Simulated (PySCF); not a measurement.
Vertical excitations of a molecule C₃H₉AlO from TDDFT-CAM-B3LYP/def2-SVPD (PySCF), as energy in eV (oscillator strength): 5.59 (0.001), 6.61 (0.069), 6.64 (0.005), 7.25 (0.016), 7.60 (0.035), 7.79 (0.057), 8.05 (0.068), 8.26 (0.032), 8.28 (0.023), 8.55 (0.096). Lowest triplet (TDA): 5.21 eV. Geometry optimised at PBE0-D3(BJ)/def2-SVP. One conformer was computed; it need not be the lowest.

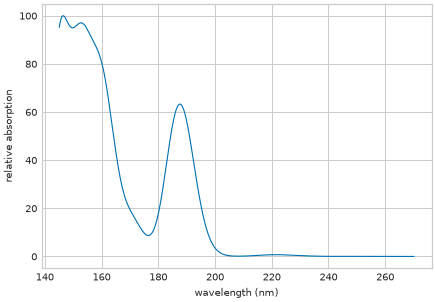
Figure: The lines broadened by 0.4 eV.

Problem. Which molecule gave these data?
A. CC(C)[O][AlH2]
B. C[O][Al]([CH3])[CH3]
C. C[CH](C)[AlH][OH]
D. C[CH2][Al]([CH3])[OH]

Solution. A, CC(C)[O][AlH2]
